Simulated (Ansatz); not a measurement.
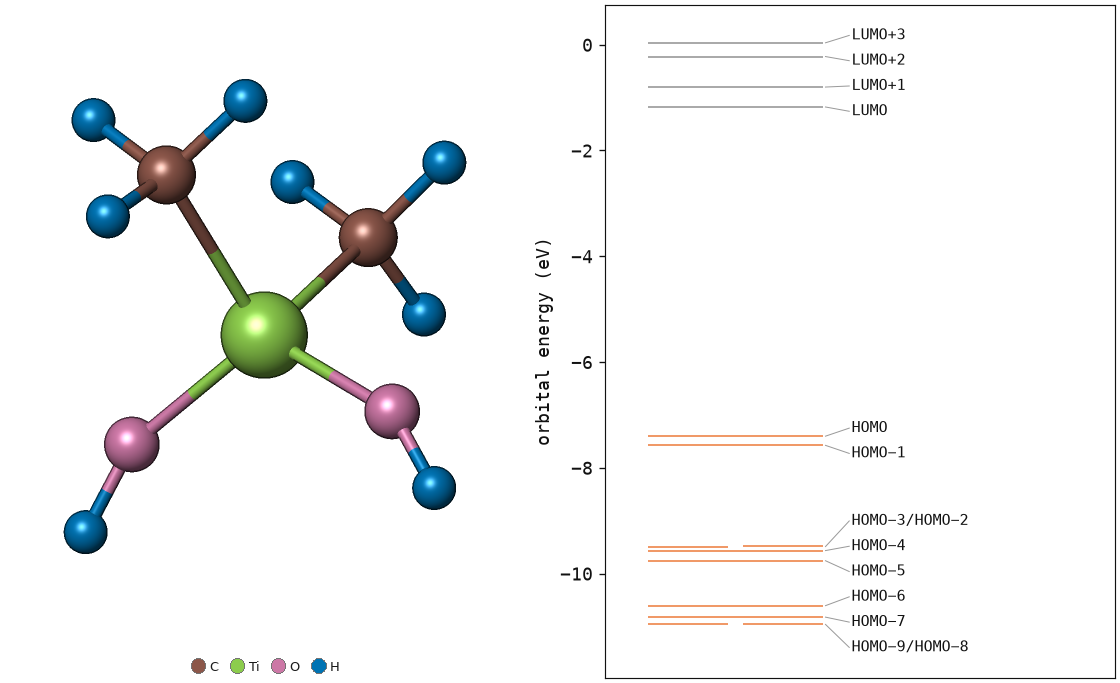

C₂H₈O₂Ti, SMILES [CH3][Ti]([CH3])([OH])[OH], singlet. Kohn-Sham orbital energies near the frontier, PBE0/def2-TZVPP in the Ansatz code, at a PBE0-D4/def2-TZVP geometry (a minimum by its frequencies), isolated molecule; empty levels in grey, levels within 0.03 eV side by side.

Question: Where do the frontier orbitals lie?

Answer: HOMO at −7.40 eV, LUMO at −1.18 eV, 6.22 eV apart.

Question: How far below the HOMO does the next level lie?

Answer: 0.17 eV.

Question: List the levels.

Answer:
```tsv
orbital	energy (eV)
LUMO+3	0.04
LUMO+2	−0.22
LUMO+1	−0.80
LUMO	−1.18
HOMO	−7.40
HOMO−1	−7.58
HOMO−2	−9.48
HOMO−3	−9.49
HOMO−4	−9.57
HOMO−5	−9.76
HOMO−6	−10.61
HOMO−7	−10.82
HOMO−8	−10.96
HOMO−9	−10.96
```

Caveats: empty levels above zero depend strongly on the basis.
